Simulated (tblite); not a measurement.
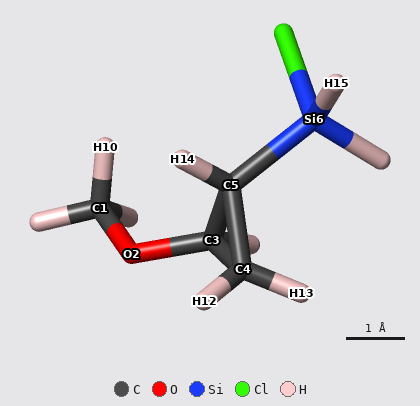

Fig. 1: The input geometry (stick view, seen at a tilt; atoms are numbered from 1 in the order of the input). Bond lengths as drawn: Cl–Si 2.05 Å, C–C 1.49 to 1.51 Å, C–H 1.08 to 1.10 Å, C–O 1.42 to 1.44 Å, C–Si 1.86 Å and H–Si 1.48 to 1.50 Å.

# Run report: C₄H₉ClOSi, geometry relaxation (part 1 of 2)

System: C₄H₉ClOSi.
Method: GFN2-xTB geometry optimisation, gas phase (tblite 0.8.0).

It belongs to a series of runs on one base structure; here: constitutional isomer.

### The program's output
```
step      E/eV     max force
  0    -639.68522    1.833
  1    -639.76678    0.677
  2    -639.79821    0.544
  3    -639.81296    0.288
  4    -639.82031    0.190
  5    -639.82505    0.195
  6    -639.82809    0.137
  7    -639.83001    0.105
  8    -639.83130    0.080
  9    -639.83195    0.048
 10    -639.83228    0.043
 11    -639.83255    0.045
 12    -639.83285    0.046
 13    -639.83312    0.044
 14    -639.83331    0.040
 15    -639.83347    0.046
 16    -639.83364    0.044
 17    -639.83380    0.033
 18    -639.83392    0.026
 19    -639.83402    0.029
 20    -639.83412    0.033
 21    -639.83428    0.048
 22    -639.83450    0.054
 23    -639.83476    0.054
 24    -639.83500    0.049
 25    -639.83522    0.049
 26    -639.83542    0.038
 27    -639.83563    0.037
 28    -639.83586    0.039
 29    -639.83613    0.048
 30    -639.83645    0.047
 31    -639.83678    0.044
 32    -639.83706    0.038
 33    -639.83726    0.031
 34    -639.83741    0.029
 35    -639.83754    0.033
 36    -639.83768    0.028
 37    -639.83783    0.032
 38    -639.83801    0.036
 39    -639.83821    0.045
 40    -639.83841    0.044
 41    -639.83853    0.026
 42    -639.83860    0.019
 43    -639.83866    0.024
 44    -639.83874    0.028
 45    -639.83885    0.032
 46    -639.83896    0.031
 47    -639.83903    0.022
 48    -639.83907    0.017
 49    -639.83911    0.015
 50    -639.83915    0.016
 51    -639.83919    0.015
 52    -639.83922    0.010
```

### Trajectory as extended XYZ (Å, eV, eV/Å), 30 of the 53 frames kept, from step=0 to step=52
```
16
Properties=species:S:1:pos:R:3:forces:R:3 step=0 energy=-639.68522
C     2.2385    1.0069   -0.2571   -0.5080  -0.1230   0.0550
O     1.6763   -0.2820   -0.4681   -0.4290   0.0700   1.2270
C     0.5556   -0.5514    0.3938    0.4740  -0.3620  -1.7330
C    -0.3158   -1.6916   -0.0622    0.2370  -0.4870   0.5120
C    -0.8014   -0.2880   -0.2202   -0.2400   0.3190   0.0190
Si   -2.1650    0.3752    0.8598   -0.5850   0.3190   0.7360
Cl   -1.8073    2.3660    1.2083   -0.0730  -0.4480  -0.0900
H     2.5864    1.1208    0.7791   -0.0750  -0.0020  -0.1110
H     3.0847    1.1320   -0.9310   -0.1030  -0.1950  -0.0330
H     1.4795    1.7765   -0.4767    0.2190  -0.0390   0.1090
H     0.6865   -0.4487    1.4618    0.3180   0.2990  -0.0490
H    -0.0092   -2.2475   -0.9380   -0.0080   0.1530   0.0490
H    -0.7396   -2.3336    0.7282    0.1560   0.4490  -0.5200
H    -0.8128    0.1159   -1.2356    0.2940  -0.2270   0.2030
H    -3.4902    0.2651    0.2117    0.3110   0.0110   0.1350
H    -2.1738   -0.3065    2.1930    0.0100   0.2630  -0.5110
16
Properties=species:S:1:pos:R:3:forces:R:3 step=2 energy=-639.79821
C     2.2253    1.0038   -0.2537   -0.0370  -0.0190   0.0990
O     1.6701   -0.2826   -0.4362    0.3020  -0.1420   0.0330
C     0.5652   -0.5614    0.3586   -0.1460  -0.0020   0.2480
C    -0.3062   -1.6994   -0.0552    0.0590   0.1550  -0.1390
C    -0.8094   -0.2817   -0.2154   -0.0880  -0.0480   0.1580
Si   -2.1809    0.3850    0.8810   -0.0270   0.0870   0.0530
Cl   -1.8099    2.3518    1.2056   -0.0400  -0.1250  -0.0120
H     2.5835    1.1215    0.7757   -0.0520   0.0690   0.0240
H     3.0781    1.1235   -0.9308   -0.2510  -0.2490   0.0520
H     1.4848    1.7772   -0.4734   -0.0350   0.1030   0.0410
H     0.6964   -0.4389    1.4485    0.1570   0.1760  -0.4900
H    -0.0105   -2.2429   -0.9366   -0.0350   0.0170  -0.1070
H    -0.7362   -2.3221    0.7162    0.0200   0.0700  -0.0170
H    -0.8035    0.1081   -1.2309    0.1180  -0.1530   0.0650
H    -3.4808    0.2655    0.2161    0.0690   0.0030   0.0550
H    -2.1737   -0.2984    2.1776   -0.0140   0.0560  -0.0650
16
Properties=species:S:1:pos:R:3:forces:R:3 step=4 energy=-639.82031
C     2.2189    1.0019   -0.2479   -0.0130  -0.0140   0.0530
O     1.6813   -0.2899   -0.4247    0.0830  -0.0710  -0.0850
C     0.5633   -0.5632    0.3557    0.0070   0.0700  -0.0130
C    -0.3024   -1.6961   -0.0593   -0.1090   0.0210  -0.0610
C    -0.8152   -0.2818   -0.2077    0.0690  -0.0340  -0.0250
Si   -2.1860    0.3914    0.8882    0.1070  -0.0530  -0.1390
Cl   -1.8125    2.3429    1.2045   -0.0040   0.0950   0.0280
H     2.5802    1.1256    0.7770   -0.0230   0.0840   0.1070
H     3.0642    1.1084   -0.9288   -0.0960  -0.1530  -0.0150
H     1.4844    1.7819   -0.4701   -0.0680   0.0050   0.0330
H     0.7077   -0.4264    1.4247    0.1140   0.1440   0.0500
H    -0.0126   -2.2402   -0.9419   -0.0300   0.0300  -0.1170
H    -0.7339   -2.3153    0.7116    0.0160  -0.0150   0.0300
H    -0.7950    0.0981   -1.2257    0.0250  -0.0680   0.0370
H    -3.4754    0.2657    0.2198   -0.0580  -0.0050  -0.0040
H    -2.1745   -0.2939    2.1715   -0.0200  -0.0360   0.1210
16
Properties=species:S:1:pos:R:3:forces:R:3 step=5 energy=-639.82505
C     2.2169    1.0010   -0.2450   -0.0230  -0.0180   0.0330
O     1.6863   -0.2937   -0.4236   -0.0380   0.0060  -0.0330
C     0.5630   -0.5619    0.3545    0.0760  -0.0020  -0.0840
C    -0.3040   -1.6948   -0.0620   -0.0580  -0.0500  -0.0020
C    -0.8151   -0.2826   -0.2062    0.0820   0.0130  -0.0700
Si   -2.1848    0.3919    0.8867    0.0710  -0.0650  -0.0630
Cl   -1.8133    2.3429    1.2049    0.0000   0.1020   0.0260
H     2.5787    1.1288    0.7800   -0.0290   0.0640   0.0800
H     3.0581    1.1005   -0.9286   -0.0230  -0.0930  -0.0340
H     1.4826    1.7833   -0.4684   -0.0510  -0.0560   0.0350
H     0.7136   -0.4195    1.4195    0.0860   0.1170   0.1300
H    -0.0140   -2.2387   -0.9462   -0.0410   0.0510  -0.0730
H    -0.7329   -2.3138    0.7111    0.0180  -0.0220   0.0110
H    -0.7921    0.0937   -1.2233    0.0030  -0.0220  -0.0270
H    -3.4753    0.2656    0.2207   -0.0550  -0.0070  -0.0090
H    -2.1752   -0.2936    2.1728   -0.0170  -0.0170   0.0800
16
Properties=species:S:1:pos:R:3:forces:R:3 step=7 energy=-639.83001
C     2.2141    0.9993   -0.2405    0.0000  -0.0080   0.0000
O     1.6896   -0.2968   -0.4241   -0.0730   0.0470   0.0110
C     0.5659   -0.5621    0.3520    0.0520  -0.0740   0.0120
C    -0.3067   -1.6952   -0.0649    0.0670  -0.0310   0.0450
C    -0.8112   -0.2827   -0.2075    0.0400   0.0360  -0.0350
Si   -2.1808    0.3897    0.8835   -0.0120  -0.0040   0.0470
Cl   -1.8143    2.3470    1.2065   -0.0100   0.0140   0.0070
H     2.5754    1.1350    0.7863   -0.0400   0.0110   0.0000
H     3.0507    1.0881   -0.9298    0.0260  -0.0080  -0.0100
H     1.4782    1.7814   -0.4648   -0.0300  -0.0870   0.0260
H     0.7236   -0.4068    1.4182    0.0220   0.0420   0.0270
H    -0.0178   -2.2345   -0.9539   -0.0480   0.0490  -0.0110
H    -0.7311   -2.3136    0.7112    0.0070  -0.0300  -0.0140
H    -0.7890    0.0885   -1.2238   -0.0020   0.0240  -0.1020
H    -3.4773    0.2652    0.2215    0.0080  -0.0040   0.0100
H    -2.1768   -0.2935    2.1771   -0.0070   0.0250  -0.0140
16
Properties=species:S:1:pos:R:3:forces:R:3 step=9 energy=-639.83195
C     2.2133    0.9982   -0.2387    0.0030  -0.0080  -0.0130
O     1.6880   -0.2961   -0.4248    0.0150  -0.0170  -0.0050
C     0.5692   -0.5653    0.3528   -0.0060   0.0100   0.0420
C    -0.3046   -1.6962   -0.0638    0.0370   0.0170   0.0170
C    -0.8072   -0.2812   -0.2098   -0.0080   0.0110   0.0060
Si   -2.1792    0.3886    0.8837    0.0000   0.0280   0.0100
Cl   -1.8154    2.3496    1.2076   -0.0160  -0.0290   0.0000
H     2.5718    1.1381    0.7891   -0.0260  -0.0170  -0.0190
H     3.0490    1.0827   -0.9306    0.0140   0.0240   0.0200
H     1.4742    1.7760   -0.4620   -0.0320  -0.0360   0.0020
H     0.7287   -0.3995    1.4192   -0.0070  -0.0020  -0.0260
H    -0.0220   -2.2302   -0.9579   -0.0220   0.0220   0.0060
H    -0.7301   -2.3157    0.7107    0.0030  -0.0250  -0.0180
H    -0.7878    0.0876   -1.2294    0.0120   0.0000  -0.0230
H    -3.4778    0.2648    0.2224    0.0340  -0.0030   0.0190
H    -2.1778   -0.2923    2.1786    0.0010   0.0240  -0.0190
16
Properties=species:S:1:pos:R:3:forces:R:3 step=11 energy=-639.83255
C     2.2130    0.9972   -0.2391   -0.0110  -0.0110  -0.0100
O     1.6880   -0.2969   -0.4250    0.0300  -0.0330  -0.0020
C     0.5700   -0.5656    0.3542   -0.0040   0.0380  -0.0170
C    -0.3021   -1.6957   -0.0622   -0.0280   0.0120  -0.0050
C    -0.8064   -0.2801   -0.2103    0.0000  -0.0010   0.0050
Si   -2.1786    0.3897    0.8844    0.0250   0.0050  -0.0210
Cl   -1.8166    2.3489    1.2080   -0.0090   0.0040   0.0050
H     2.5692    1.1378    0.7888   -0.0120  -0.0170  -0.0020
H     3.0497    1.0829   -0.9297    0.0060   0.0260   0.0170
H     1.4711    1.7721   -0.4612   -0.0280  -0.0130  -0.0120
H     0.7297   -0.3974    1.4189   -0.0050  -0.0010   0.0100
H    -0.0244   -2.2275   -0.9587    0.0010   0.0130   0.0020
H    -0.7295   -2.3177    0.7093    0.0060  -0.0110  -0.0110
H    -0.7868    0.0873   -1.2321    0.0130  -0.0160   0.0320
H    -3.4760    0.2644    0.2237    0.0120  -0.0040   0.0070
H    -2.1780   -0.2905    2.1779    0.0040   0.0100   0.0030
16
Properties=species:S:1:pos:R:3:forces:R:3 step=13 energy=-639.83312
C     2.2119    0.9954   -0.2402   -0.0130  -0.0050   0.0020
O     1.6902   -0.3001   -0.4250    0.0090  -0.0140   0.0110
C     0.5707   -0.5637    0.3545    0.0120  -0.0100  -0.0320
C    -0.3015   -1.6941   -0.0610   -0.0400  -0.0090  -0.0160
C    -0.8053   -0.2790   -0.2103    0.0140   0.0040   0.0010
Si   -2.1762    0.3914    0.8838    0.0140  -0.0110  -0.0070
Cl   -1.8186    2.3486    1.2087    0.0000   0.0390   0.0080
H     2.5654    1.1363    0.7884   -0.0070  -0.0100   0.0100
H     3.0506    1.0850   -0.9274   -0.0040   0.0240   0.0040
H     1.4658    1.7669   -0.4612   -0.0100  -0.0110  -0.0220
H     0.7306   -0.3951    1.4189   -0.0030   0.0020   0.0140
H    -0.0268   -2.2237   -0.9595    0.0200   0.0050  -0.0050
H    -0.7284   -2.3207    0.7071    0.0030   0.0080   0.0030
H    -0.7846    0.0858   -1.2328    0.0050  -0.0080   0.0270
H    -3.4732    0.2637    0.2256   -0.0100  -0.0060  -0.0100
H    -2.1779   -0.2878    2.1774    0.0100   0.0020   0.0120
16
Properties=species:S:1:pos:R:3:forces:R:3 step=14 energy=-639.83331
C     2.2112    0.9946   -0.2405   -0.0080  -0.0010   0.0070
O     1.6914   -0.3017   -0.4249    0.0020  -0.0040   0.0120
C     0.5711   -0.5632    0.3541    0.0120  -0.0360  -0.0140
C    -0.3022   -1.6936   -0.0610   -0.0180  -0.0110  -0.0130
C    -0.8046   -0.2785   -0.2102    0.0140   0.0060   0.0040
Si   -2.1750    0.3918    0.8833   -0.0010  -0.0020   0.0080
Cl   -1.8194    2.3494    1.2092    0.0010   0.0360   0.0060
H     2.5637    1.1355    0.7884   -0.0080  -0.0060   0.0090
H     3.0509    1.0864   -0.9264   -0.0090   0.0200   0.0010
H     1.4634    1.7646   -0.4618   -0.0030  -0.0120  -0.0220
H     0.7308   -0.3942    1.4190   -0.0040  -0.0020  -0.0010
H    -0.0273   -2.2221   -0.9599    0.0210   0.0010  -0.0090
H    -0.7280   -2.3216    0.7064   -0.0020   0.0120   0.0070
H    -0.7837    0.0850   -1.2324    0.0010   0.0020   0.0060
H    -3.4724    0.2633    0.2261   -0.0090  -0.0060  -0.0120
H    -2.1776   -0.2866    2.1775    0.0120   0.0020   0.0100
16
Properties=species:S:1:pos:R:3:forces:R:3 step=16 energy=-639.83364
C     2.2098    0.9934   -0.2406    0.0010   0.0020   0.0080
O     1.6936   -0.3045   -0.4242    0.0010   0.0000   0.0000
C     0.5723   -0.5646    0.3534    0.0040  -0.0370   0.0240
C    -0.3039   -1.6933   -0.0618    0.0260  -0.0080  -0.0030
C    -0.8029   -0.2774   -0.2097    0.0010   0.0030   0.0050
Si   -2.1732    0.3927    0.8832   -0.0170   0.0230   0.0200
Cl   -1.8206    2.3526    1.2102   -0.0020   0.0070  -0.0010
H     2.5606    1.1339    0.7891   -0.0130   0.0070   0.0060
H     3.0506    1.0898   -0.9248   -0.0140   0.0060   0.0000
H     1.4596    1.7604   -0.4640   -0.0010  -0.0100  -0.0120
H     0.7307   -0.3932    1.4189   -0.0020  -0.0150  -0.0200
H    -0.0267   -2.2198   -0.9612    0.0100  -0.0090  -0.0100
H    -0.7275   -2.3224    0.7057   -0.0110   0.0110   0.0060
H    -0.7822    0.0841   -1.2317   -0.0020   0.0180  -0.0200
H    -3.4714    0.2622    0.2261    0.0050  -0.0030  -0.0070
H    -2.1764   -0.2848    2.1782    0.0140   0.0040   0.0040
16
Properties=species:S:1:pos:R:3:forces:R:3 step=18 energy=-639.83392
C     2.2083    0.9923   -0.2402   -0.0020  -0.0010   0.0020
O     1.6956   -0.3072   -0.4234    0.0040  -0.0030  -0.0060
C     0.5738   -0.5678    0.3534   -0.0030   0.0070   0.0110
C    -0.3042   -1.6938   -0.0627    0.0240   0.0000   0.0010
C    -0.8012   -0.2764   -0.2090   -0.0060  -0.0080  -0.0030
Si   -2.1726    0.3949    0.8843    0.0010   0.0160   0.0020
Cl   -1.8218    2.3561    1.2110   -0.0050  -0.0090  -0.0050
H     2.5569    1.1329    0.7901   -0.0150   0.0190   0.0040
H     3.0495    1.0933   -0.9232   -0.0090  -0.0100   0.0010
H     1.4562    1.7561   -0.4670   -0.0060  -0.0020   0.0010
H     0.7306   -0.3936    1.4180    0.0070  -0.0250   0.0010
H    -0.0254   -2.2184   -0.9629   -0.0030  -0.0150  -0.0030
H    -0.7279   -2.3222    0.7053   -0.0120   0.0040  -0.0050
H    -0.7809    0.0845   -1.2318   -0.0010   0.0180  -0.0040
H    -3.4703    0.2611    0.2257    0.0140   0.0010   0.0000
H    -2.1742   -0.2829    2.1793    0.0130   0.0080   0.0020
16
Properties=species:S:1:pos:R:3:forces:R:3 step=20 energy=-639.83412
C     2.2071    0.9915   -0.2398   -0.0090   0.0010  -0.0030
O     1.6971   -0.3090   -0.4230   -0.0020   0.0020   0.0060
C     0.5748   -0.5695    0.3537   -0.0020   0.0210  -0.0170
C    -0.3029   -1.6944   -0.0632   -0.0140   0.0020  -0.0050
C    -0.8004   -0.2762   -0.2090    0.0030  -0.0070  -0.0070
Si   -2.1719    0.3972    0.8852    0.0230  -0.0170  -0.0140
Cl   -1.8230    2.3579    1.2112   -0.0030   0.0010  -0.0050
H     2.5533    1.1338    0.7911   -0.0120   0.0180   0.0010
H     3.0481    1.0948   -0.9222    0.0010  -0.0140   0.0010
H     1.4534    1.7531   -0.4688   -0.0090   0.0030   0.0050
H     0.7310   -0.3957    1.4178    0.0120  -0.0220   0.0210
H    -0.0248   -2.2185   -0.9641   -0.0060  -0.0120   0.0070
H    -0.7289   -2.3217    0.7046   -0.0040   0.0010  -0.0130
H    -0.7801    0.0861   -1.2321    0.0020   0.0070   0.0200
H    -3.4685    0.2604    0.2253    0.0100   0.0040   0.0020
H    -2.1718   -0.2810    2.1802    0.0100   0.0100   0.0000
16
Properties=species:S:1:pos:R:3:forces:R:3 step=22 energy=-639.83450
C     2.2038    0.9902   -0.2392   -0.0110   0.0150  -0.0060
O     1.6997   -0.3124   -0.4218   -0.0130   0.0140   0.0240
C     0.5764   -0.5713    0.3537    0.0000  -0.0090  -0.0180
C    -0.3013   -1.6951   -0.0649   -0.0520   0.0040  -0.0140
C    -0.7986   -0.2762   -0.2093    0.0180   0.0110   0.0000
Si   -2.1685    0.4004    0.8858    0.0270  -0.0440  -0.0150
Cl   -1.8256    2.3614    1.2109    0.0040   0.0090  -0.0080
H     2.5447    1.1374    0.7931   -0.0050   0.0100  -0.0090
H     3.0455    1.0963   -0.9200    0.0150  -0.0110   0.0030
H     1.4469    1.7473   -0.4719   -0.0110   0.0100   0.0020
H     0.7331   -0.4021    1.4186    0.0090  -0.0100   0.0160
H    -0.0241   -2.2199   -0.9659   -0.0070  -0.0030   0.0140
H    -0.7316   -2.3207    0.7020    0.0050  -0.0060  -0.0130
H    -0.7784    0.0902   -1.2311    0.0090  -0.0060   0.0230
H    -3.4640    0.2594    0.2249    0.0040   0.0050   0.0030
H    -2.1658   -0.2760    2.1819    0.0090   0.0110  -0.0030
16
Properties=species:S:1:pos:R:3:forces:R:3 step=23 energy=-639.83476
C     2.2012    0.9896   -0.2389   -0.0100   0.0210  -0.0060
O     1.7015   -0.3146   -0.4205   -0.0130   0.0160   0.0250
C     0.5775   -0.5729    0.3537    0.0020  -0.0330   0.0000
C    -0.3013   -1.6954   -0.0665   -0.0520   0.0040  -0.0140
C    -0.7968   -0.2761   -0.2094    0.0210   0.0210   0.0060
Si   -2.1653    0.4018    0.8858    0.0150  -0.0370  -0.0060
Cl   -1.8274    2.3642    1.2104    0.0070   0.0020  -0.0120
H     2.5382    1.1404    0.7943    0.0000   0.0060  -0.0140
H     3.0438    1.0972   -0.9182    0.0170  -0.0070   0.0070
H     1.4418    1.7433   -0.4741   -0.0100   0.0150  -0.0030
H     0.7348   -0.4072    1.4195    0.0020  -0.0040   0.0030
H    -0.0238   -2.2211   -0.9669   -0.0090   0.0020   0.0110
H    -0.7335   -2.3202    0.6999    0.0050  -0.0120  -0.0080
H    -0.7768    0.0932   -1.2299    0.0160  -0.0080   0.0090
H    -3.4604    0.2588    0.2247    0.0020   0.0040   0.0050
H    -2.1612   -0.2721    2.1831    0.0080   0.0090  -0.0020
16
Properties=species:S:1:pos:R:3:forces:R:3 step=25 energy=-639.83522
C     2.1962    0.9898   -0.2387   -0.0050   0.0150  -0.0020
O     1.7042   -0.3177   -0.4170    0.0010   0.0040   0.0040
C     0.5793   -0.5774    0.3541    0.0030  -0.0390   0.0290
C    -0.3037   -1.6958   -0.0699   -0.0090  -0.0010   0.0000
C    -0.7926   -0.2746   -0.2093    0.0090   0.0180   0.0110
Si   -2.1592    0.4029    0.8856   -0.0160   0.0100   0.0130
Cl   -1.8302    2.3687    1.2087    0.0100  -0.0200  -0.0200
H     2.5270    1.1460    0.7956    0.0080   0.0070  -0.0120
H     3.0417    1.0982   -0.9146    0.0040   0.0020   0.0120
H     1.4324    1.7375   -0.4783   -0.0020   0.0220  -0.0140
H     0.7377   -0.4165    1.4211   -0.0120  -0.0010  -0.0090
H    -0.0240   -2.2232   -0.9683   -0.0180   0.0090  -0.0090
H    -0.7368   -2.3200    0.6957   -0.0080  -0.0200   0.0020
H    -0.7730    0.0980   -1.2276    0.0290  -0.0030  -0.0190
H    -3.4541    0.2579    0.2246   -0.0020  -0.0010   0.0060
H    -2.1526   -0.2648    2.1853    0.0070  -0.0030   0.0070
16
Properties=species:S:1:pos:R:3:forces:R:3 step=27 energy=-639.83563
C     2.1918    0.9912   -0.2387   -0.0030  -0.0050   0.0030
O     1.7061   -0.3197   -0.4137    0.0120  -0.0100  -0.0110
C     0.5811   -0.5833    0.3556    0.0020   0.0090   0.0110
C    -0.3069   -1.6962   -0.0726    0.0280  -0.0080   0.0140
C    -0.7886   -0.2722   -0.2085   -0.0080  -0.0100   0.0020
Si   -2.1554    0.4037    0.8862   -0.0160   0.0250   0.0110
Cl   -1.8314    2.3707    1.2058    0.0130  -0.0120  -0.0190
H     2.5191    1.1511    0.7957    0.0060   0.0140   0.0020
H     3.0406    1.0990   -0.9110   -0.0130   0.0100   0.0080
H     1.4251    1.7350   -0.4826    0.0110   0.0130  -0.0180
H     0.7392   -0.4239    1.4224   -0.0150  -0.0070   0.0100
H    -0.0258   -2.2241   -0.9699   -0.0260   0.0120  -0.0240
H    -0.7399   -2.3215    0.6924   -0.0180  -0.0130   0.0000
H    -0.7677    0.1014   -1.2267    0.0340  -0.0010  -0.0080
H    -3.4494    0.2572    0.2250   -0.0110  -0.0060   0.0050
H    -2.1454   -0.2595    2.1874    0.0040  -0.0120   0.0140
```
